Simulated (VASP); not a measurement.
# Sc under strain

Aim: follow the pressure of Sc through compression, expansion and shear. All runs use r2SCAN. Left out of this account: 1 further run (self-consistent run: a reference on another mesh). The start is a cell from a database of measured crystal structures.

Method: r2SCAN; plane waves and PAW (Sc_sv), in VASP 6.6.1.

**1. Starting point**

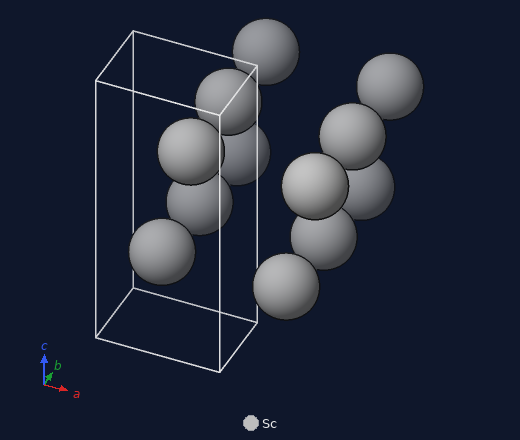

The starting structure, seen from a free direction (scandium light grey). 2×3×1 cells are drawn.

Structure file:

```cif
data_structure
_symmetry_space_group_name_H-M 'P6_3/mmc'
_symmetry_Int_Tables_number 194
_cell_length_a 3.3090
_cell_length_b 3.3090
_cell_length_c 5.2733
_cell_angle_alpha 90.000
_cell_angle_beta 90.000
_cell_angle_gamma 120.000
_cell_volume 50.00
loop_
_atom_site_label
_atom_site_type_symbol
_atom_site_symmetry_multiplicity
_atom_site_Wyckoff_symbol
_atom_site_fract_x
_atom_site_fract_y
_atom_site_fract_z
_atom_site_occupancy
Sc1 Sc 2 c 0.33333 0.66667 0.25000 1
```

**2. Bands, cell as listed**

Levels along the symmetry lines show where the bands peak and cross; KPOINTS_OPT computes them in the converged potential. r2SCAN adds the kinetic-energy density, costs more than a GGA and is run with LASPH.

The input, INCAR:

```
SYSTEM = Sc
PREC = Accurate
ENCUT = 400
EDIFF = 1E-06
NELM = 100
ISMEAR = -1
SIGMA = 0.05
LREAL = .FALSE.
ALGO = Normal
METAGGA = R2SCAN
LASPH = .TRUE.
NBANDS = 23
LORBIT = 11
LWAVE = .FALSE.
LCHARG = .FALSE.
KPAR = 2
```

The input, POSCAR:

```
Sc
1.0
    3.3090000000      0.0000000000      0.0000000000
   -1.6545000000      2.8656780611      0.0000000000
    0.0000000000      0.0000000000      5.2733000000
Sc
2
Direct
    0.3333333333      0.6666666667      0.2500000000
    0.6666666667      0.3333333333      0.7500000000
```

The input, KPOINTS:

```
Automatic mesh
0
Gamma
13 13 8
0 0 0
```

The input, KPOINTS_OPT:

```
Line mode
16
Line-mode
Reciprocal
  0.00000000   0.00000000   0.00000000 GAMMA
  0.50000000   0.00000000   0.00000000 M

  0.50000000   0.00000000   0.00000000 M
  0.33333333   0.33333333   0.00000000 K

  0.33333333   0.33333333   0.00000000 K
  0.00000000   0.00000000   0.00000000 GAMMA

  0.00000000   0.00000000   0.00000000 GAMMA
  0.00000000   0.00000000   0.50000000 A

  0.00000000   0.00000000   0.50000000 A
  0.50000000   0.00000000   0.50000000 L

  0.50000000   0.00000000   0.50000000 L
  0.33333333   0.33333333   0.50000000 H

  0.33333333   0.33333333   0.50000000 H
  0.00000000   0.00000000   0.50000000 A

  0.50000000   0.00000000   0.50000000 L
  0.50000000   0.00000000   0.00000000 M

  0.33333333   0.33333333   0.00000000 K
  0.33333333   0.33333333   0.50000000 H
```

PAW data sets: Sc_sv (PBE family, release 64).

Run with:

```console
mpirun -np 2 vasp_std
```

What it wrote:

```text
[banner, memory and clock lines left out]
running    2 mpi-ranks, on    1 nodes
 distrk:  each k-point on    1 cores,    2 groups
 distr:  one band on    1 cores,    1 groups

 POSCAR found type information on POSCAR Sc
 POSCAR found :  1 types and       2 ions
|                                                                             |
|               ----> ADVICE to this user running VASP <----                  |
|                                                                             |
|     You enforced a specific xc type in the INCAR file but a different       |
|     [... a line on the potential file left out ...]
|     I HOPE YOU KNOW WHAT YOU ARE DOING!                                     |
|                                                                             |

 LDA part: xc-table for (None), standard interpolation
 POSCAR, INCAR and KPOINTS ok, starting setup
 FFT: planning ... GRIDC
 FFT: planning ... GRID_SOFT
 FFT: planning ... GRID
 WAVECAR not read
 entering main loop
       N       E                     dE             d eps       ncg     rms          rms(c)
DAV:   1     0.255376881260E+03    0.25538E+03   -0.97832E+03  4886   0.853E+02
DAV:   2    -0.191944746373E+02   -0.27457E+03   -0.26958E+03  4942   0.388E+02
DAV:   3    -0.288374855149E+02   -0.96430E+01   -0.94373E+01  7377   0.904E+01
DAV:   4    -0.289649446258E+02   -0.12746E+00   -0.12726E+00  6888   0.949E+00
DAV:   5    -0.289662151229E+02   -0.12705E-02   -0.12705E-02  6995   0.102E+00    0.968E+00
DAV:   6    -0.227833345400E+02    0.61829E+01   -0.52787E+00  6408   0.261E+01    0.208E+00
DAV:   7    -0.227138782506E+02    0.69456E-01   -0.37857E-01  7070   0.583E+00    0.111E+00
DAV:   8    -0.227200137883E+02   -0.61355E-02   -0.28755E-02  6575   0.150E+00    0.356E-01
DAV:   9    -0.227215958958E+02   -0.15821E-02   -0.49745E-03  6526   0.760E-01    0.407E-02
DAV:  10    -0.227216245321E+02   -0.28636E-04   -0.33264E-04  6418   0.189E-01    0.409E-02
DAV:  11    -0.227216257520E+02   -0.12199E-05   -0.66297E-05  6622   0.917E-02    0.721E-03
DAV:  12    -0.227216306137E+02   -0.48617E-05   -0.42394E-06  5864   0.218E-02    0.117E-03
DAV:  13    -0.227216306766E+02   -0.62971E-07   -0.25502E-07  2898   0.504E-03
   1 F= -.22721631E+02 E0= -.22704579E+02  d E =-.341039E-01
 Start KPOINTS_OPT (optional k-point list driver)
k-point batch [1-105\144]
       N       E                     dE             ncg
DAV:   1    -0.207365509039E+05   -0.72749E+05     4862
DAV:   2    -0.499018665017E+05   -0.29165E+05     4846
DAV:   3    -0.508383015623E+05   -0.93644E+03     6297
DAV:   4    -0.508563445503E+05   -0.18043E+02     6710
DAV:   5    -0.508565667188E+05   -0.22217E+00     6705
DAV:   6    -0.508565696150E+05   -0.28962E-02     6744
DAV:   7    -0.508565696823E+05   -0.67316E-04     6460
DAV:   8    -0.508565696838E+05   -0.14639E-05     3998
DAV:   9    -0.508565696841E+05   -0.30197E-06     3577
k-point batch [106-144\144]
       N       E                     dE             ncg
DAV:   1     0.220248641703E+05   -0.34554E+05     1802
DAV:   2     0.109842364363E+05   -0.11041E+05     1802
DAV:   3     0.106367779029E+05   -0.34746E+03     2421
DAV:   4     0.106298736980E+05   -0.69042E+01     2551
DAV:   5     0.106298174571E+05   -0.56241E-01     2549
DAV:   6     0.106298165838E+05   -0.87332E-03     2569
DAV:   7     0.106298165630E+05   -0.20787E-04     2372
DAV:   8     0.106298165626E+05   -0.43228E-06     1461
```

Elapsed: 9.4 min, on 2 MPI ranks of AMD EPYC 7R13 (Zen 3), shared host; peak memory 0.42 GiB.

Lines that name or quote the potential files are left out of all logs, and their timing lines are given in words.

From OUTCAR (step 2):

```text
ion  position               nearest neighbor table
   1  0.333  0.667  0.250-   2 3.26   2 3.26   2 3.26   2 3.26   2 3.26   2 3.26
   2  0.667  0.333  0.750-   1 3.26   1 3.26   1 3.26   1 3.26   1 3.26   1 3.26

  LATTYP: Found a hexagonal cell.
 ALAT       =     3.3090000000
 C/A-ratio  =     1.5936234512

 Subroutine GETGRP returns: Found 24 space group operations
 (whereof 12 operations were pure point group operations)

The static configuration has the point symmetry D_3d.
 The point group associated with its full space group is D_6h.

 Found    105 irreducible k-points:

   k-points           NKPTS =    105   k-points in BZ     NKDIM =    105   number of bands    NBANDS=     23

   dimension x,y,z NGX =    24 NGY =   24 NGZ =   36
   dimension x,y,z NGXF=    48 NGYF=   48 NGZF=   72

   ENCUT  =  400.0 eV  29.40 Ry    5.42 a.u.   5.40  5.40  8.60*2*pi/ulx,y,z

   NELECT =      22.0000    total number of electrons

 k-points in reciprocal lattice and weights: Automatic mesh
   0.00000000  0.00000000  0.00000000       0.001
   0.07692308  0.00000000  0.00000000       0.004
   0.15384615  0.00000000  0.00000000       0.004
   0.23076923  0.00000000  0.00000000       0.004
   0.30769231  0.00000000  0.00000000       0.004
   0.38461538 -0.00000000  0.00000000       0.004
   0.46153846  0.00000000  0.00000000       0.004
   0.07692308  0.07692308  0.00000000       0.004
   0.15384615  0.07692308  0.00000000       0.009
[...]
0.38461538  0.23076923  0.50000000       0.004
   0.30769231  0.30769231  0.50000000       0.004

 average (electrostatic) potential at core
       1 -51.5898       2 -51.5898

 E-fermi :   3.6405

 k-point     1 :       0.0000    0.0000    0.0000
  band No.  band energies     occupation
    ...
      6     -25.3647      2.00000
      7     -25.3647      2.00000
      8     -25.3522      2.00000
      9      -1.8386      2.00000
     10       1.9221      2.00000
     11       3.8967      0.01184
     12       5.4478      0.00000
     13       5.4479      0.00000
     14       5.5775      0.00000
     15       5.8878      0.00000
    ...

 k-point     2 :       0.0769    0.0000    0.0000
  band No.  band energies     occupation
    ...
      6     -25.3812      2.00000
      7     -25.3669      2.00000
      8     -25.3553      2.00000
      9      -1.7029      2.00000
     10       2.0369      2.00000
     11       3.8128      0.06176
     12       5.1878      0.00000
     13       5.5449      0.00000
     14       5.7472      0.00000
     15       5.8139      0.00000
    ...

 k-point     3 :       0.1538    0.0000    0.0000
  band No.  band energies     occupation
    ...
      7     -25.3732      2.00000
      8     -25.3648      2.00000
      9      -1.3062      2.00000
     10       2.3511      2.00000
     11       3.6095      1.30055
     12       4.7711      0.00000
     13       5.5529      0.00000
     14       5.8279      0.00000
     15       5.9067      0.00000
     16       5.9945      0.00000
    ...

  Total        0.1656096      0.1656096     -0.3163662      0.0000000      0.0000000     -0.0000000
  in kB        5.3062718      5.3062718    -10.1366413      0.0000000      0.0000000     -0.0000000
  external PRESSURE =       0.1586341 kB  Pullay stress =       0.0000000 kB

  energy-cutoff  :      400.00
  volume of cell :       50.00
      direct lattice vectors                 reciprocal lattice vectors
     3.309000000  0.000000000  0.000000000     0.302206105  0.174478776  0.000000000
    -1.654500000  2.865678061  0.000000000     0.000000000  0.348957552  0.000000000
     0.000000000  0.000000000  5.273300000     0.000000000  0.000000000  0.189634574

 POSITION                                       TOTAL-FORCE (eV/Angst)
 -----------------------------------------------------------------------------------
     -0.00000      1.91045      1.31832        -0.000000     -0.000000      0.000000
      1.65450      0.95523      3.95498         0.000000      0.000000      0.000000
 -----------------------------------------------------------------------------------
    total drift:                               -0.000000      0.000000     -0.000000

  FREE ENERGIE OF THE ION-ELECTRON SYSTEM (eV)
  ---------------------------------------------------
  free  energy   TOTEN  =       -22.7216306766 eV

  energy  without entropy=      -22.6875267556  energy(sigma->0) =      -22.70457872

 total charge
# of ion       s       p       d       tot
------------------------------------------
    1        2.260   6.114   0.949   9.323
    2        2.260   6.114   0.949   9.323
--------------------------------------------------
tot          4.520  12.227   1.899  18.646

[... 3 further parts left out ...]
```

The PAW data sets were made with PBE, which is usual practice but a small mismatch for other functionals.

Numbers from this step:

```yaml
scf_cycles: 13
electrons: 22
bands: 23
irreducible_k_points: 105
symmetry_operations: 24
free_energy_toten: -22.72 eV
energy_at_zero_smearing: -22.70 eV
fermi_energy: 3.640 eV
pressure: 0.01586 GPa
metallic: yes
```

Electronic bands along the path, in eV, zero at the Fermi level; # counts the bands kept, so #1 is VASP's band 9:

```tsv
point	#1	#2	#3	#4	#5	#6
Γ	-5.48	-1.72	0.26	1.81	1.81	1.94
M	-1.68	-1.11	-0.69	-0.37	1.32	1.62
K	-0.72	-0.72	-0.67	-0.41	1.11	1.11
Γ	-5.48	-1.72	0.26	1.81	1.81	1.94
A	-3.92	-3.92	1.01	1.01	1.75	1.75
L	-1.51	-1.51	0.03	0.03	1.28	1.28
H	-0.43	-0.43	-0.04	-0.04	0.22	0.22
A	-3.92	-3.92	1.01	1.01	1.75	1.75
jump to L	-1.51	-1.51	0.03	0.03	1.28	1.28
M	-1.68	-1.11	-0.69	-0.37	1.32	1.62
jump to K	-0.72	-0.72	-0.67	-0.41	1.11	1.11
H	-0.43	-0.43	-0.04	-0.04	0.22	0.22
```

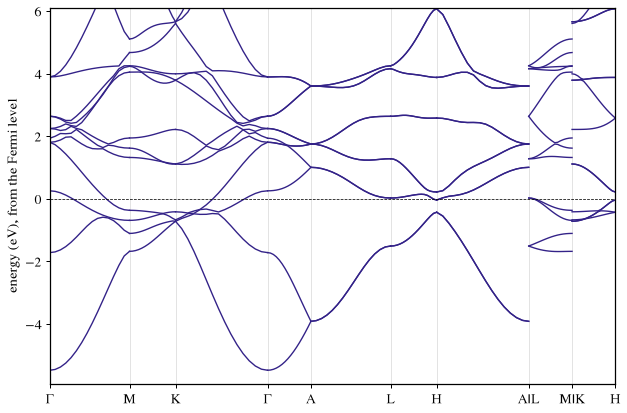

Electronic bands along the path.

There is no gap at this level.

**3. Bands, volume times 1.04**

The cell is expanded evenly, with fractional positions held.

INCAR is that of step 2.

The input, POSCAR:

```
Sc
1.0
    3.3525444672      0.0000000000      0.0000000000
   -1.6762722336      2.9033886759      0.0000000000
    0.0000000000      0.0000000000      5.3426934842
Sc
2
Direct
    0.3333333333      0.6666666667      0.2500000000
    0.6666666667      0.3333333333      0.7500000000
```

KPOINTS is that of step 2.

KPOINTS_OPT is that of step 2.

Run with:

```console
mpirun -np 2 vasp_std
```

What it wrote:

```text
[banner, memory and clock lines left out]
running    2 mpi-ranks, on    1 nodes
 distrk:  each k-point on    1 cores,    2 groups
 distr:  one band on    1 cores,    1 groups

 POSCAR found type information on POSCAR Sc
 POSCAR found :  1 types and       2 ions
 [... a notice as in an earlier step ...]

 LDA part: xc-table for (None), standard interpolation
 POSCAR, INCAR and KPOINTS ok, starting setup
 FFT: planning ... GRIDC
 FFT: planning ... GRID_SOFT
 FFT: planning ... GRID
 WAVECAR not read
 entering main loop
       N       E                     dE             d eps       ncg     rms          rms(c)
DAV:   1     0.254158812682E+03    0.25416E+03   -0.98106E+03  4918   0.845E+02
DAV:   2    -0.187589339583E+02   -0.27292E+03   -0.26785E+03  4950   0.385E+02
DAV:   3    -0.288430800532E+02   -0.10084E+02   -0.97917E+01  7434   0.902E+01
DAV:   4    -0.289955050552E+02   -0.15243E+00   -0.15212E+00  6990   0.102E+01
DAV:   5    -0.289970105249E+02   -0.15055E-02   -0.15055E-02  7037   0.107E+00    0.932E+00
DAV:   6    -0.227801524802E+02    0.62169E+01   -0.54249E+00  6415   0.263E+01    0.208E+00
DAV:   7    -0.227027397142E+02    0.77413E-01   -0.40684E-01  7056   0.600E+00    0.115E+00
DAV:   8    -0.227088446840E+02   -0.61050E-02   -0.27143E-02  6441   0.143E+00    0.355E-01
DAV:   9    -0.227105478508E+02   -0.17032E-02   -0.46300E-03  6419   0.711E-01    0.438E-02
DAV:  10    -0.227105631471E+02   -0.15296E-04   -0.30942E-04  6275   0.181E-01    0.441E-02
DAV:  11    -0.227105666495E+02   -0.35024E-05   -0.66526E-05  6643   0.924E-02    0.712E-03
DAV:  12    -0.227105726428E+02   -0.59933E-05   -0.43740E-06  6097   0.224E-02    0.960E-04
DAV:  13    -0.227105722025E+02    0.44028E-06   -0.12812E-07  3003   0.301E-03
   1 F= -.22710572E+02 E0= -.22692868E+02  d E =-.354093E-01
 Start KPOINTS_OPT (optional k-point list driver)
k-point batch [1-105\144]
       N       E                     dE             ncg
DAV:   1    -0.215464444451E+05   -0.74665E+05     4894
DAV:   2    -0.505979787254E+05   -0.29052E+05     4862
DAV:   3    -0.515451743247E+05   -0.94720E+03     6464
DAV:   4    -0.515651259833E+05   -0.19952E+02     6707
DAV:   5    -0.515653513219E+05   -0.22534E+00     6820
DAV:   6    -0.515653543436E+05   -0.30217E-02     6705
DAV:   7    -0.515653544154E+05   -0.71838E-04     6524
DAV:   8    -0.515653544170E+05   -0.15662E-05     4006
DAV:   9    -0.515653544173E+05   -0.33310E-06     3472
k-point batch [106-144\144]
       N       E                     dE             ncg
DAV:   1     0.217688920925E+05   -0.33607E+05     1802
DAV:   2     0.106771184603E+05   -0.11092E+05     1794
DAV:   3     0.103307476664E+05   -0.34637E+03     2539
DAV:   4     0.103241753679E+05   -0.65723E+01     2456
DAV:   5     0.103241126968E+05   -0.62671E-01     2549
DAV:   6     0.103241106838E+05   -0.20129E-02     2504
DAV:   7     0.103241106590E+05   -0.24867E-04     2475
DAV:   8     0.103241106584E+05   -0.56276E-06     1386
```

Elapsed: 9.4 min, on 2 MPI ranks; peak memory 0.42 GiB.

Parts of OUTCAR (step 3):

```text
  LATTYP: Found a hexagonal cell.
 ALAT       =     3.3525444672
 C/A-ratio  =     1.5936234512

 Found    105 irreducible k-points:

   ENCUT  =  400.0 eV  29.40 Ry    5.42 a.u.   5.47  5.47  8.71*2*pi/ulx,y,z

   NELECT =      22.0000    total number of electrons

 E-fermi :   3.4110

 k-point     1 :       0.0000    0.0000    0.0000
  band No.  band energies     occupation
    ...
      6     -25.7252      2.00000
      7     -25.7251      2.00000
      8     -25.7124      2.00000
      9      -1.9880      2.00000
     10       1.7447      2.00000
     11       3.5951      0.04903
     12       5.1655      0.00000
     13       5.1656      0.00000
     14       5.2871      0.00000
     15       5.5799      0.00000
    ...

 k-point     2 :       0.0769    0.0000    0.0000
  band No.  band energies     occupation
    ...
      6     -25.7395      2.00000
      7     -25.7271      2.00000
      8     -25.7152      2.00000
      9      -1.8568      2.00000
     10       1.8558      2.00000
     11       3.5214      0.19800
     12       4.9187      0.00000
     13       5.2576      0.00000
     14       5.4479      0.00000
     15       5.5105      0.00000
    ...

  Total       -0.5256446     -0.5256446     -0.9170686     -0.0000000     -0.0000000      0.0000000
  in kB      -16.1943242    -16.1943242    -28.2535093     -0.0000000     -0.0000000      0.0000000
  external PRESSURE =     -20.2140526 kB  Pullay stress =       0.0000000 kB

  energy-cutoff  :      400.00
  volume of cell :       52.00
      direct lattice vectors                 reciprocal lattice vectors
     3.352544467  0.000000000  0.000000000     0.298280906  0.172212561  0.000000000
    -1.676272234  2.903388676  0.000000000     0.000000000  0.344425122  0.000000000
     0.000000000  0.000000000  5.342693484     0.000000000  0.000000000  0.187171509

 POSITION                                       TOTAL-FORCE (eV/Angst)
 -----------------------------------------------------------------------------------
     -0.00000      1.93559      1.33567         0.000000     -0.000000      0.000000
      1.67627      0.96780      4.00702        -0.000000      0.000000      0.000000
 -----------------------------------------------------------------------------------
    total drift:                               -0.000000      0.000000     -0.000000

  FREE ENERGIE OF THE ION-ELECTRON SYSTEM (eV)
  ---------------------------------------------------
  free  energy   TOTEN  =       -22.7105722025 eV

  energy  without entropy=      -22.6751629444  energy(sigma->0) =      -22.69286757

 total charge
# of ion       s       p       d       tot
------------------------------------------
    1        2.252   6.108   0.924   9.284
    2        2.252   6.108   0.924   9.284
--------------------------------------------------
tot          4.505  12.216   1.847  18.568

[... 4 parts as in an earlier step ...]

[... 7 further parts left out ...]
```

This step gave:

```
free energy (TOTEN)     : -22.71 eV
energy at zero smearing : -22.69 eV
Fermi energy            : 3.411 eV
pressure                : -2.021 GPa
```

The electronic bands at the labelled points (eV, zero at the Fermi level; # counts the bands kept, so #1 is VASP's band 9):

```tsv
point	#1	#2	#3	#4	#5	#6	#7
Γ	-5.40	-1.67	0.18	1.75	1.75	1.88	2.17
M	-1.66	-1.07	-0.63	-0.37	1.27	1.58	1.87
K	-0.71	-0.71	-0.66	-0.36	1.08	1.08	2.14
Γ	-5.40	-1.67	0.18	1.75	1.75	1.88	2.17
A	-3.88	-3.88	0.99	0.99	1.70	1.70	1.70
L	-1.45	-1.45	0.01	0.01	1.22	1.22	2.54
H	-0.40	-0.40	-0.03	-0.03	0.19	0.19	2.49
A	-3.88	-3.88	0.99	0.99	1.70	1.70	1.70
jump to L	-1.45	-1.45	0.01	0.01	1.22	1.22	2.54
M	-1.66	-1.07	-0.63	-0.37	1.27	1.58	1.87
jump to K	-0.71	-0.71	-0.66	-0.36	1.08	1.08	2.14
H	-0.40	-0.40	-0.03	-0.03	0.19	0.19	2.49
```

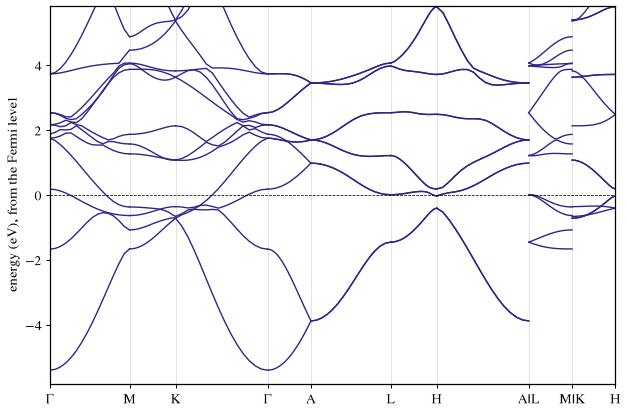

Electronic bands along the path.

 The pressure is -2.02 GPa.

Between step 2 and this run (cell volume +4.0 %) the value for the pressure moves from 0.0159 GPa to -2.02 GPa.

[end of part 1 of 3]

[Lines on the potential files, build, host, timing and source positions are cut from VASP's logs without a mark.]

[Logs are printed without paths, hosts, clocks, repeated set-up lines and the standing remarks that a program may print on its own settings, such as how far it seeks lower states.]

[Hosts, paths, dates, database ids (printed as entryN), source tags and the programs' standing remarks are cut or masked in the printed files.]

[A measured line is paired with the nearest computed mode of its activity, which favours agreement.]
